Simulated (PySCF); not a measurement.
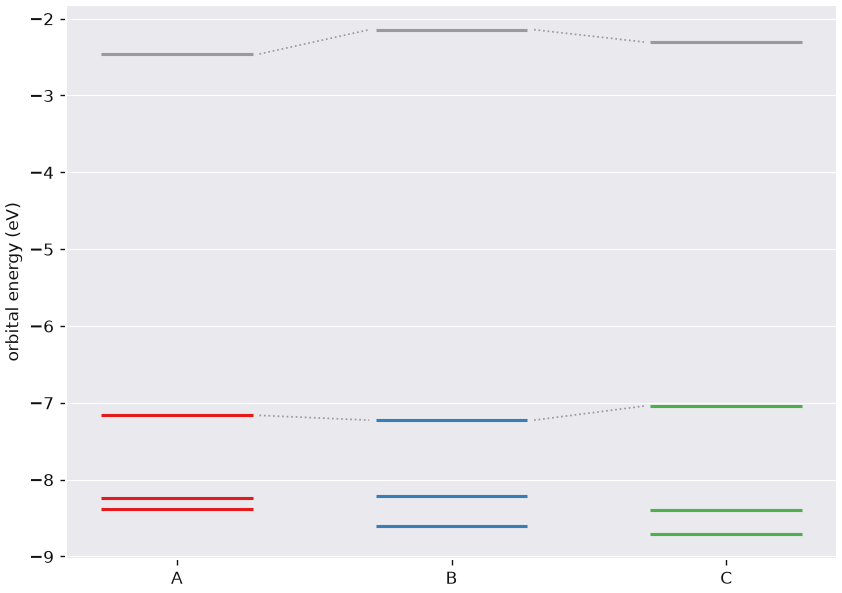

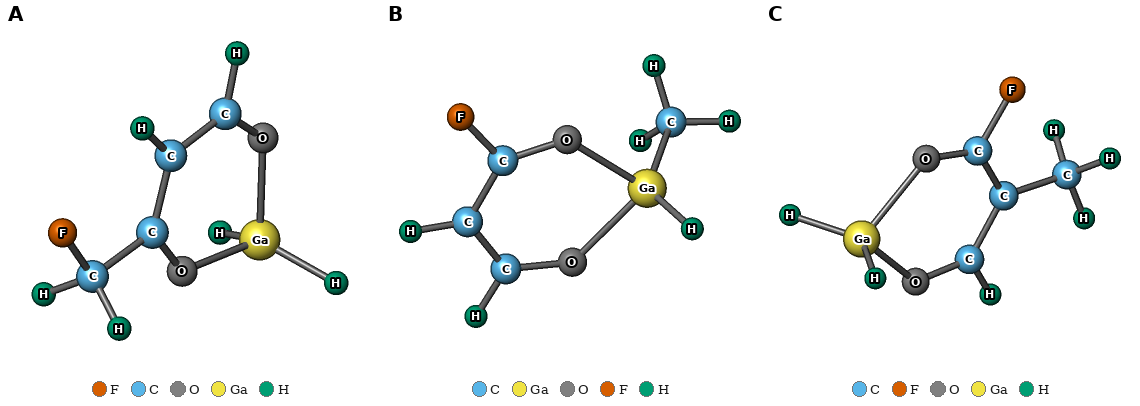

Related molecules: A is C₄H₆FGaO₂, SMILES FCC1=CC=[O+][GaH2-][O]1, singlet; B is C₄H₆FGaO₂, SMILES [CH3][Ga@H-]1[O]C(F)=CC=[O+]1, singlet; C is C₄H₆FGaO₂, SMILES CC1=C(F)[O][GaH2-][O+]=C1, singlet. Frontier orbital energies, B3LYP/def2-SVPD with PySCF, at a GFN2-xTB geometry (no frequency check); drawn are at most three filled levels and, in grey, the LUMO with any level within 0.03 eV of it; dotted lines join the HOMOs and the LUMOs.

Q: What does the change do to the frontier levels?

A: From A to B the HOMO falls by 0.06 eV and the LUMO rises by 0.32 eV, so the separation goes from 4.70 to 5.08 eV. From A to C the HOMO rises by 0.12 eV and the LUMO rises by 0.16 eV, so the separation goes from 4.70 to 4.74 eV.

Limits of at least one run: one conformer of a flexible molecule; the tight-binding geometry is rougher than a DFT one and adds to the error.
